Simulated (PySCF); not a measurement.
# Run report: C$_{4}$H$_{9}$ClOSi, NMR shielding calculation

The run: NMR shielding calculation of C$_{4}$H$_{9}$ClOSi, SMILES C=C(C)O[SiH2]CCl. Method and program: GIAO PBE0/pcSseg-1 NMR shielding, non-relativistic, gas phase (PySCF 2.14.0).

The geometry comes from this level: PBE0-D3(BJ)/def2-SVP. It belongs to a series of runs on one base structure; here: constitutional isomer. Figures and captions count atoms from 1; the log counts them from 0 in places.

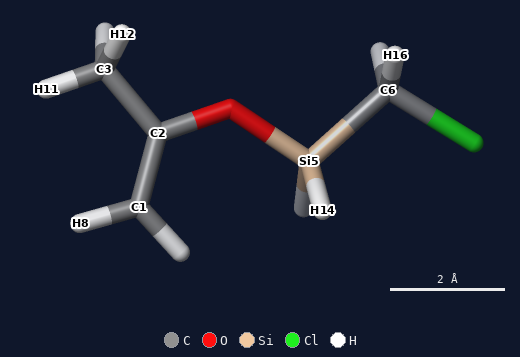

**Figure 1.** The structure as given in the input (stick view, seen at a tilt; atoms are numbered from 1 in the order of the input).

**Results in brief**

| quantity | value |
| --- | --- |
| outcome | converged |
| total energy | −982.170857 hartree |
| HOMO | −6.86 eV |
| LUMO | 0.16 eV |
| dipole moment | 1.85 D |
| isotropic shielding, C | 18.7 to 160.3 ppm |
| isotropic shielding, O | 205.8 ppm |
| isotropic shielding, Si | 378.3 ppm |
| isotropic shielding, Cl | 968.6 ppm |
| isotropic shielding, H | 26.5 to 29.7 ppm |
| hardware | 1 CPU thread, shared host |
| wall time | 44 s |
| peak memory | 0.84 GiB |

**Input file**
```
{"job": {"kind": "nmr", "xc": "PBE0", "basis": "pcSseg-1"}, "charge": 0, "multiplicity": 1}
C     -1.506055    -1.532337    -0.357855
C     -1.322893    -0.225243    -0.127847
C     -2.419332     0.773310     0.035888
O     -0.099823     0.355663    -0.015186
Si     1.403594    -0.393165    -0.102498
C      2.646758     0.992330     0.160929
Cl     4.278982     0.259088     0.054396
H     -2.513087    -1.941343    -0.437806
H     -0.670194    -2.227567    -0.473682
H     -2.336334     1.554809    -0.736199
H     -3.407547     0.302463    -0.035572
H     -2.328276     1.274749     1.012289
H      1.607526    -1.014915    -1.440634
H      1.543684    -1.414372     0.973078
H      2.567841     1.777006    -0.604799
H      2.543329     1.461525     1.149562
```

The first line tells a small driver script what to run in PySCF; the rest is the geometry in Å.

Run as:
```bash
OMP_NUM_THREADS=1 python <driver script> task.json out
```

**Log**
```
coarse grid: 14264 points
cycle   1  E = -982.0355098754  dE =  6.362e-01  |g| = 6.518e-01  |ddm| = 3.524e+00
cycle   2  E = -981.9640676744  dE =  7.144e-02  |g| = 9.148e-01  |ddm| = 1.244e+00
cycle   3  E = -982.1166690834  dE = -1.526e-01  |g| = 1.285e-01  |ddm| = 8.181e-01
cycle   4  E = -982.1196606807  dE = -2.992e-03  |g| = 4.558e-02  |ddm| = 1.312e-01
cycle   5  E = -982.1200966698  dE = -4.360e-04  |g| = 1.792e-02  |ddm| = 4.788e-02
cycle   6  E = -982.1201753455  dE = -7.868e-05  |g| = 3.178e-03  |ddm| = 1.611e-02
cycle   7  E = -982.1201777222  dE = -2.377e-06  |g| = 6.228e-04  |ddm| = 2.979e-03
final grid: 128064 points
cycle   8  E = -982.1708366789  dE = -2.571e-05  |g| = 1.012e-02  |ddm| = 2.025e-02
cycle   9  E = -982.1708165979  dE =  2.008e-05  |g| = 1.444e-02  |ddm| = 1.581e-02
cycle  10  E = -982.1708565376  dE = -3.994e-05  |g| = 1.788e-03  |ddm| = 1.019e-02
cycle  11  E = -982.1708571619  dE = -6.243e-07  |g| = 4.282e-04  |ddm| = 1.800e-03
cycle  12  E = -982.1708572003  dE = -3.837e-08  |g| = 1.371e-04  |ddm| = 4.234e-04
cycle  13  E = -982.1708572049  dE = -4.629e-09  |g| = 2.865e-05  |ddm| = 1.257e-04
cycle  14  E = -982.1708572051  dE = -1.892e-10  |g| = 5.800e-06  |ddm| = 2.805e-05
```

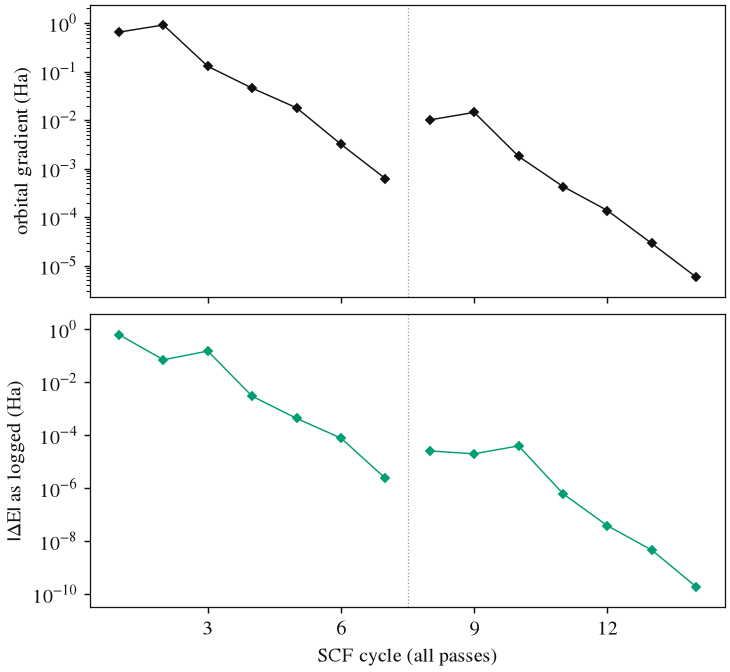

**Figure 2.** Convergence of the self-consistent field: orbital gradient and size of the energy change against the SCF cycle. The dotted line marks the change from a coarse to the final integration grid. The first 7 cycles use a coarse grid, the final grid takes over at cycle 8, and the field converges after 14 cycles in all.

```
converged SCF energy = -982.1708572051

GIAO shielding tensors (ppm)
atom      isotropic    diamagn.    paramagn.     s11        s22        s33       span
  0 C       92.858     257.916    -165.058      6.192    122.693    149.690    143.497
  1 C       18.698     251.031    -232.332    -95.302     50.924    100.473    195.775
  2 C      160.274     246.383     -86.110    141.337    152.204    187.279     45.942
  3 O      205.757     403.387    -197.631    131.108    222.296    263.866    132.758
  4 Si     378.347     881.209    -502.862    352.127    359.495    423.419     71.292
  5 C      156.171     254.332     -98.161    133.458    137.727    197.328     63.870
  6 Cl     968.640    1143.819    -175.179    850.596    939.307   1116.017    265.420
  7 H       27.032      30.161      -3.128     24.799     25.944     30.353      5.554
  8 H       27.215      32.932      -5.717     24.666     25.031     31.947      7.282
  9 H       29.336      28.509       0.827     25.698     27.856     34.455      8.756
 10 H       29.652      27.929       1.723     25.486     28.483     34.985      9.499
 11 H       29.382      28.765       0.617     25.677     28.019     34.450      8.774
 12 H       26.542      30.011      -3.469     22.826     26.381     30.419      7.592
 13 H       26.547      30.118      -3.571     22.865     26.346     30.430      7.565
 14 H       28.276      30.312      -2.036     22.405     27.502     34.922     12.517
 15 H       28.275      30.434      -2.159     22.421     27.493     34.911     12.490
```

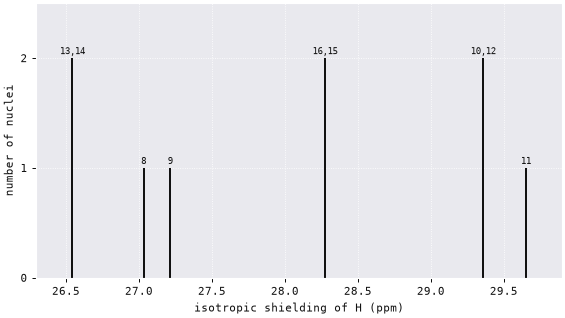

**Figure 3.** Isotropic shieldings of the hydrogen nuclei in this fixed geometry, labelled by atom number; shielding grows to the right, so chemical shift grows to the left. The least shielded is H13 (26.5 ppm), the most shielded H11 (29.7 ppm).

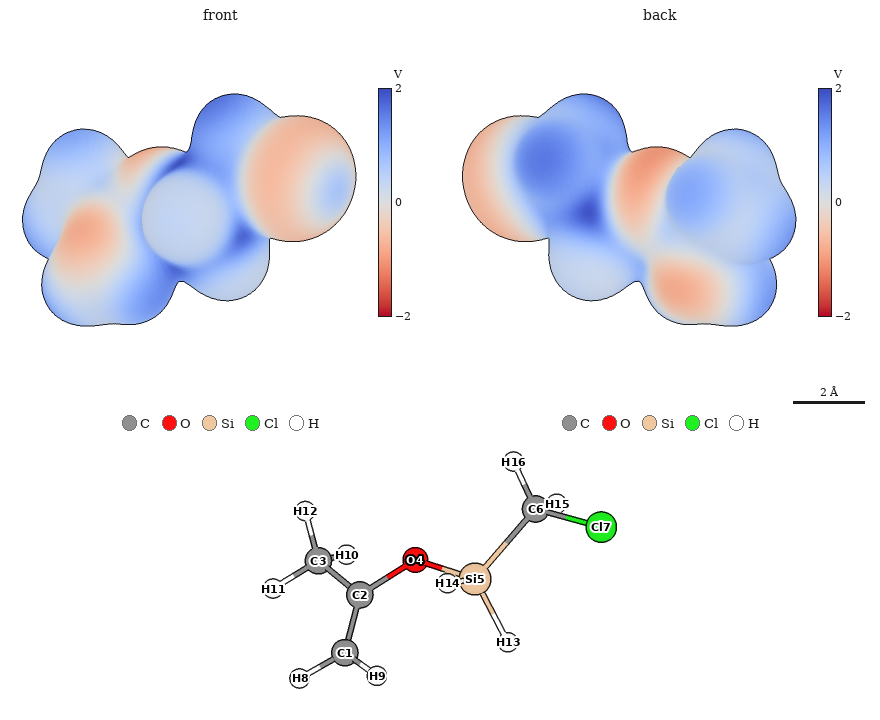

**Figure 4.** The electrostatic potential painted on the density surface at 0.004 e/bohr³, seen at a tilt and from behind; red is negative and blue positive. The bare structure is drawn below in the same view.

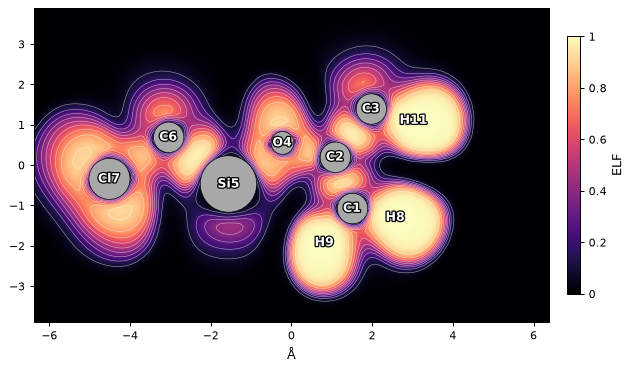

**Figure 5.** ELF on the plane of atoms C2, C3 and H11. Grey discs, where drawn, cover atomic cores. Atoms in the plane: C, O, Si, Cl and H. C–C (1.34 Å): the ELF peaks at about 0.95 between the atoms (a multiple bond by its length, whose ELF region spreads away from the axis). C–O (1.36 Å): the ELF peaks at about 0.90 between the atoms (a shared but strongly polarised pair). Si–O (1.68 Å): the ELF peaks at about 0.85 between the atoms (a polar covalent bond). C–Si (1.88 Å): the ELF peaks at about 1 between the atoms, which marks localised, shared-pair bonding.
